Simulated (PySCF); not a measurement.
# BH2O (SMILES [BH]O): UPBE0/STO-6G

Aim: the energy change on altering one bond length of BH2O at UPBE0/STO-6G, from 2 runs. The job is set up through a Python script.

The calculation is run with PySCF 2.14.0.

21 further runs of the same task are left out: 8 that didn't finish, 13 set aside as unsound or not needed.

### 1 Starting point

BH2O has 4 atoms, charge 0, and is taken as a doublet. SMILES: `[BH]O`. The coordinates come from a PBE0-D4/def2-TZVP relaxation.

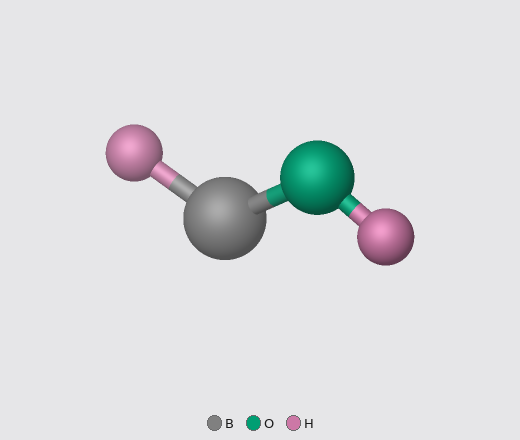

The structure, seen from a chosen angle (boron grey, oxygen teal, hydrogen pink).

### 2 A single-point energy at UPBE0/STO-6G

Contents of calc.py:

```python
from pyscf import gto, dft

mol = gto.M(
    atom='''
B     -0.006100    -0.485500     0.388300
O      0.119700     0.544500    -0.448600
H     -1.064200    -1.032400     0.540300
H      1.006100     0.913200    -0.500300
''',
    spin=1,
    basis='sto-6g',
    max_memory=1860,
    charge=0,
    verbose=3,
)

mf = dft.UKS(mol)
mf.xc = 'pbe0'
mf.grids.level = 5
mf.conv_tol = 1e-10
mf.kernel()
if not mf.converged:
    mf = mf.newton().run(mf.mo_coeff, mf.mo_occ)

e_tot = mf.e_tot
print('E(%s) = %.9f' % ('PBE0', e_tot))
```

Launch:

```sh
OMP_NUM_THREADS=1 python calc.py
```

Log:

```text
WARN: HOMO -0.0609131538670529 >= LUMO -0.0609131538670526

converged SCF energy = -100.70585430837  <S^2> = 0.75280944  2S+1 = 2.0028075
E(PBE0) = -100.705854308
```

Run time: 3 s. Hardware: 1 thread of Arm Neoverse V1, shared host; peak memory 0.18 GiB.

### 3 The distorted shape

Contents of geometry.xyz:

```xyz
4

B     -0.157060    -1.721503     1.392582
O      0.119700     0.544500    -0.448600
H     -1.215160    -2.268403     1.544582
H      1.006100     0.913200    -0.500300
```

Contents of input.py:

```python
from pyscf import gto, dft

system = gto.Mole()
system.atom = 'geometry.xyz'
system.charge = 0
system.verbose = 3
system.max_memory = 1860
system.basis = 'sto-6g'
system.spin = 1
system.build()

mf = dft.UKS(system)
mf.xc = 'pbe0'
mf.conv_tol = 1e-10
mf.grids.level = 5
mf.kernel()
if not mf.converged:
    mf = mf.newton().run(mf.mo_coeff, mf.mo_occ)

e_tot = mf.e_tot
print('E(%s) = %.9f' % ('PBE0', e_tot))
```

Launch:

```sh
OMP_NUM_THREADS=1 python input.py
```

Log:

```text
WARN: HOMO -0.151488827500664 >= LUMO -0.151488827500663

converged SCF energy = -100.445531844848  <S^2> = 1.1306439  2S+1 = 2.3500161
E(PBE0) = -100.445531845
```

It took 4.5 s on 1 thread of Arm Neoverse V1, shared host; peak memory 0.18 GiB.

### 4 Results

Level: UPBE0/STO-6G.

| quantity | value |
| --- | --- |
| first shape: total energy | -100.70585 Eh |
| first shape: dipole moment | 1.88 D |
| first shape: HOMO energy (highest over α and β) | -2.58 eV |
| first shape: LUMO energy (lowest over α and β) | 3.47 eV |
| first shape: ⟨S²⟩ | 0.753 |
| distorted shape: total energy | -100.44553 Eh |
| distorted shape: dipole moment | 0.60 D |
| distorted shape: HOMO energy (highest over α and β) | -3.74 eV |
| distorted shape: LUMO energy (lowest over α and β) | 1.35 eV |
| distorted shape: ⟨S²⟩ | 1.131 |
| energy change with the B1–O2 bond stretched from 1.333 to 2.933 Å | 7.084 eV |

With the B1–O2 bond stretched from 1.333 to 2.933 Å the energy rises by 7.08 eV (163 kcal/mol). The first shape isn't relaxed at this level, so the change isn't measured from a minimum. The minimal basis adds a large error of its own. Mulliken charges (first shape) run from -0.31 on O2 to +0.25 on H4; they depend strongly on the basis. ⟨S²⟩ (distorted shape) is 1.13 where a pure doublet has 0.75: the reference is spin-contaminated. Mulliken charges (distorted shape) run from -0.20 on O2 to +0.18 on H4.
